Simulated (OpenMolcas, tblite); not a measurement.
## How methods differ on CH2ClF (chlorofluoromethane)

The species is CH2ClF (5 atoms), meant as a singlet with charge 0. SMILES: `FCCl`. The coordinates come from a PBE0-D4/def2-TZVP relaxation.

Each level gives the dipole moment (D). The values are calculated.

**What was measured.** NIST CCCBDB gives the dipole moment of the gas as 1.82 D.

```tsv
level	kind	program	value (D)	computed − measured
GFN2-xTB	semi-empirical	tblite	2.10	+0.28
GFN1-xTB	semi-empirical	tblite	2.16	+0.34
HF/aug-cc-pVDZ	Hartree–Fock	OpenMolcas	2.05	+0.23
SVWN5/aug-cc-pVDZ	LDA	OpenMolcas	1.76	-0.06
PBE/aug-cc-pVDZ	GGA	OpenMolcas	1.73	-0.09
M06-L/aug-cc-pVDZ	meta-GGA	OpenMolcas	1.79	-0.03
B3LYP/aug-cc-pVDZ	global hybrid	OpenMolcas	1.82	0.00
```

Nearest: B3LYP/aug-cc-pVDZ (0.00 D); farthest: GFN1-xTB (+0.34 D). The measured dipole is a vibrational average, so differences of a few hundredths of a debye mean little. Computed less measured by kind, in D (aug-cc-pVDZ rows): semi-empirical +0.28 to +0.34; Hartree–Fock +0.23; LDA -0.06; GGA -0.09; meta-GGA -0.03; global hybrid +0.00.

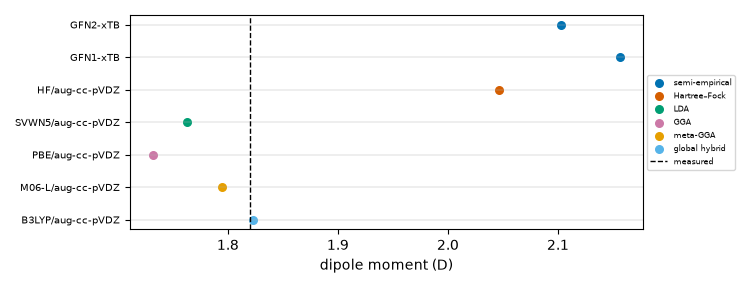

The values of the table, level by level.
